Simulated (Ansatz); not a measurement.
Bands of a (8,8) TiO2 nanotube, along its axis.

The numbers are results of PBE (plane waves to 420 eV, PAW; Ansatz, an electronic-structure program), not measurements. Mesh 1×1×12. No spin polarisation, so a magnetic state wasn't tested. One-dimensional cell, images about 11 Å apart. A hypothetical model, rolled from the flat sheet. It keeps the symmetry and period of its start, so it need not be a minimum against all distortions.

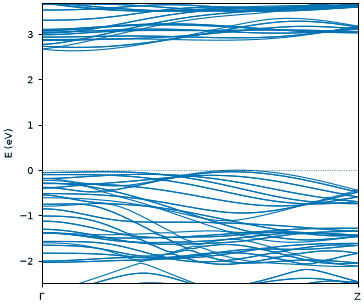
Figure. Bands from the zone centre to the zone edge (period 3.00 Å); the dotted line marks the highest filled level

**Question.** Is it a metal or a semiconductor at this level? Give what the bands show.

**Answer.** A semiconductor in PBE.
| Property | Result |
|---|---|
| PBE gap | 2.63 eV, indirect, from k = 0.312 × 2π/c to k = 0.052 × 2π/c |
